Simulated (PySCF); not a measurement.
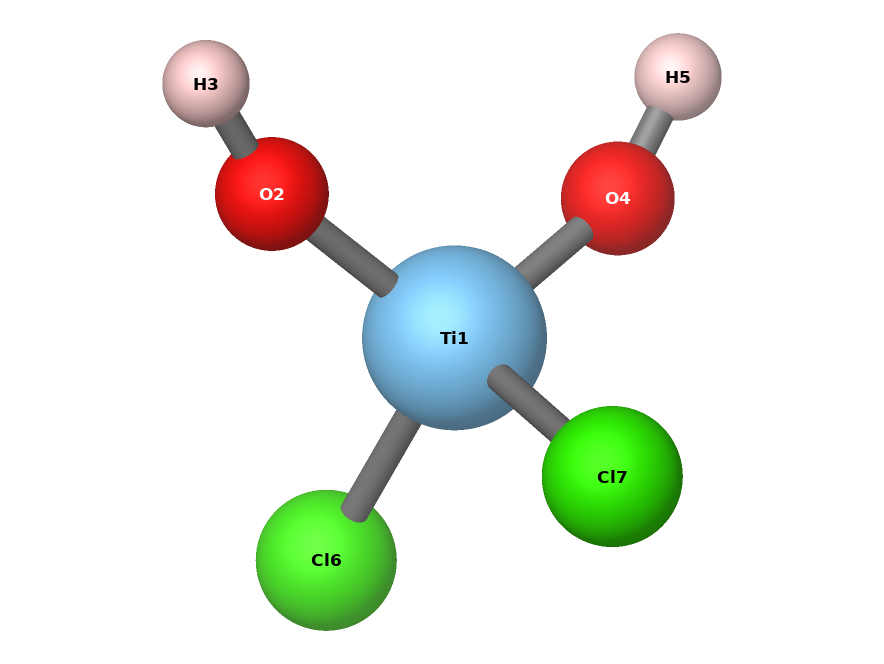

The species is neutral and a spin singlet. Computed geometry: PBE0-D3(BJ)/def2-SVP optimisation. No frequency run is at hand to confirm it as a minimum. Level of theory: delta-SCF UKS SCAN, pcX-2 on the ionised atom (unc-x2c-TZVPall on a metal), pcseg-1 elsewhere, spin-free X2C (PySCF 2.14.0).

Give the core-electron binding energies (to vacuum; p and d levels without spin–orbit splitting) of Ti1 2p, O2 1s, Cl6 1s, Cl6 2p.

```tsv
atom	level	binding energy (eV)
Ti1	2p	466.1
O2	1s	538.7
Cl6	1s	2827.9
Cl6	2p	205.8
```
